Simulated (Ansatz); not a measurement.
# Abstraction of H: SiH2(CH3)Cl + C2H5Te → SiH(CH3)Cl + C2H6Te

Gas-phase species: SiH2(CH3)Cl ((chlorosilyl)methane), singlet; C2H5Te `CC[Te]`, doublet; SiH(CH3)Cl, doublet; C2H6Te `CC[TeH]`, singlet. A radical takes H: the energy is the difference in strength between the Si–H bond broken and the Te–H bond made.

Shapes, held fixed at every level: PBE0-D4/def2-TZVP. Flexible molecules stand in one conformer, not always the lowest. Programs: Ansatz 0.2.0. The zero-point and thermal change to 298 K, harmonic and unscaled (PBE0-D4/def2-TZVP), is -3.2 kJ/mol.

```tsv
level	kind	ΔH(298 K) (kJ/mol)	less CCSD(T)/def2-TZVPP
MP2/def2-TZVPP	perturbation theory	+94.7	-1.5
HF/def2-TZVPP	Hartree–Fock	+115.7	+19.5
r2SCAN-D4/def2-TZVPP	meta-GGA	+84.0	-12.2
B3LYP-D4/def2-TZVPP	global hybrid	+90.6	-5.6
wB97X-V/def2-TZVPP	range-separated hybrid	+99.7	+3.5
CCSD(T)/def2-SVP	coupled cluster or CI	+103.7	+7.5
CCSD/def2-TZVPP	coupled cluster or CI	+100.6	+4.4
CCSD(T)/def2-TZVPP	coupled cluster or CI	+96.2	0.0
```

The highest level, CCSD(T)/def2-TZVPP, gives ΔH(298 K) = +96.2 kJ/mol; the levels span +84.0 to +115.7. The column of differences is taken from that level and isn't an error. No measured value is set beside it here. Open shells run unrestricted. For atoms past krypton def2 sets carry core potentials with scalar relativity. Outer-core shells of Te are correlated, in sets that cover them unevenly.

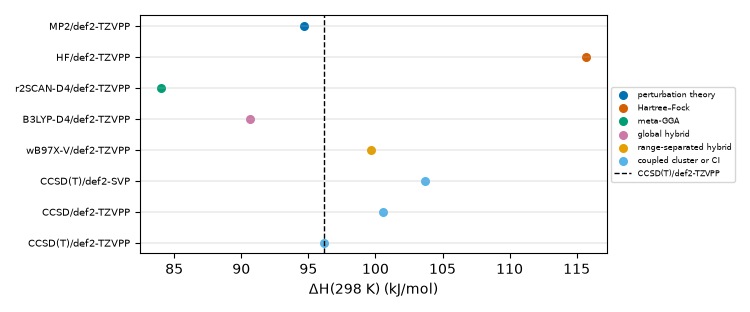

The values of the table, level by level.
